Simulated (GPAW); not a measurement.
Consider KCrF3 (I4/mcm).

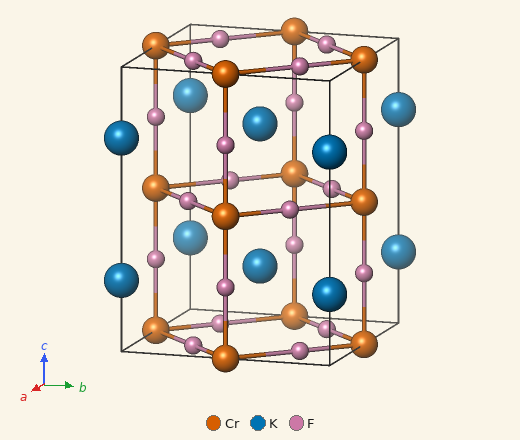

The structure (chromium orange, potassium blue, fluorine pink). Some periodic images of atoms are drawn too.

```xyz
10
Lattice="-3.0261 3.0261 4.0110 3.0261 -3.0261 4.0110 3.0261 3.0261 -4.0110" Properties=species:S:1:pos:R:3 pbc="T T T"
Cr    3.0261    0.0000    0.0000
Cr    0.0000    3.0261    0.0000
K     0.0000    0.0000    6.0165
K     0.0000    0.0000    2.0055
F     1.4041    1.6220    4.0110
F     1.6220   -1.4041    4.0110
F     1.6220    1.4041    0.0000
F     1.4041    4.4303    0.0000
F     3.0261    0.0000    2.0055
F     0.0000    3.0262    2.0055
```

Absorber: atom 5, with 1 Cr at 1.99 Å and 1 Cr at 2.29 Å (linear, site symmetry m2m). Method: GPAW, LDA + U (Cr 3.7 eV), full core hole (charged cell), 10-atom cell with 5.9 Å between holes, 4×4×4 k points, dipole transitions, Gaussian full width 0.9 eV up to 4 eV, rising linearly to 3.5 eV at 25 eV.

Q: Where do the maxima of the F K edge fall?

Main maxima up to 24 eV above the zero (height): 3.1 eV (2.45), 4.9 eV (1.92), 8.4 eV (1.25) and 16.7 eV (1.31). A K edge sees empty p states; the first features are F p mixed into the empty d states of the Cr neighbours, and the broad ones above probably into the cations' higher empty bands. The total-energy difference plus the lowest empty eigenvalue puts the zero at 679.86 eV. The functional and the charged cell's background leave an error in such absolute values: in the free atom LDA prices this hole 4.7 eV below PBE (computed apart), and PBE is itself good to a few eV.

The F K spectrum (energy from the lowest empty level; intensity scaled to a mean of 1 over the first 20 eV; polarised curves are means over the symmetry-equivalent atoms):

| E (eV) | isotropic | ε ⊥ c | ε ∥ c |
| --- | --- | --- | --- |
| -2.0 | 0.00 | 0.00 | 0.00 |
| -0.5 | 0.00 | 0.00 | 0.00 |
| 1.0 | 0.39 | 0.53 | 0.09 |
| 2.5 | 1.49 | 1.39 | 1.69 |
| 4.0 | 1.82 | 1.94 | 1.58 |
| 5.5 | 1.61 | 1.60 | 1.62 |
| 7.0 | 1.05 | 1.13 | 0.88 |
| 8.5 | 1.25 | 1.50 | 0.75 |
| 10.0 | 0.82 | 0.81 | 0.85 |
| 11.5 | 0.42 | 0.39 | 0.46 |
| 13.0 | 0.38 | 0.39 | 0.36 |
| 14.5 | 0.75 | 0.68 | 0.89 |
| 16.0 | 1.23 | 1.02 | 1.64 |
| 17.5 | 1.19 | 0.94 | 1.68 |
| 19.0 | 0.71 | 0.64 | 0.85 |
| 20.5 | 0.64 | 0.67 | 0.57 |
| 22.0 | 0.90 | 1.00 | 0.70 |
| 23.5 | 1.14 | 1.27 | 0.88 |
| 25.0 | 1.25 | 1.36 | 1.03 |
| 26.5 | 1.20 | 1.29 | 1.03 |
| 28.0 | 1.18 | 1.23 | 1.07 |
| 29.5 | 1.21 | 1.20 | 1.24 |
| 31.0 | 1.13 | 1.09 | 1.21 |

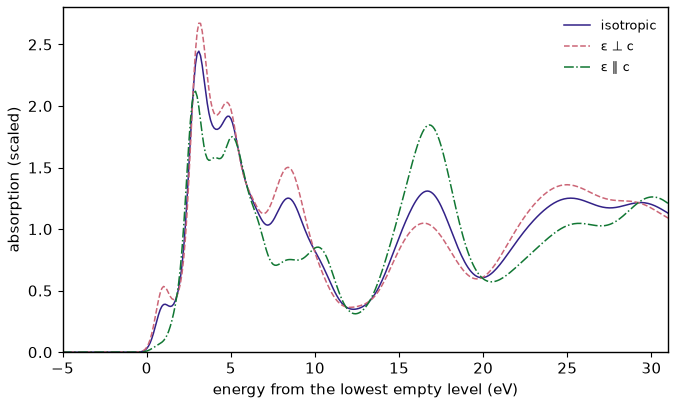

The F K edge.

The hole lies in one spin channel, while the script sums the empty states of both and takes the lower zero; where the two channels are split, this blurs and shifts the curve. The crystal has 2 inequivalent F sites and not all are shown here, while a measurement adds them all. The spins start antiferromagnetically in a simple order, which needn't be the measured one; gap and edge can depend on it. The holes are only 5.9 Å apart, so the shape is probably not converged with cell size; no larger cell was run here. The mesh is coarse (0.37 Å⁻¹ between points), so small maxima may be mesh ripples. The structure is a published determination, not relaxed.

[Banner, clock and machine lines of the logs are left out without a mark of their own.]

[Logs are printed without paths, hosts, clocks, repeated set-up lines and the standing remarks that a program may print on its own settings, such as how far it seeks lower states.]

[Hosts, paths, dates, database ids (printed as entryN), source tags and the programs' standing remarks are cut or masked in the printed files.]

[Lists of maxima count a maximum above −3 eV only where it reaches 4 % of the highest in the window and stands out from its surroundings by 2 % of it (1.5 % where it reaches 55 %); shoulders and weaker maxima are passed over, and of the rest the first, up to two pre-edge ones and the few strongest are named.]
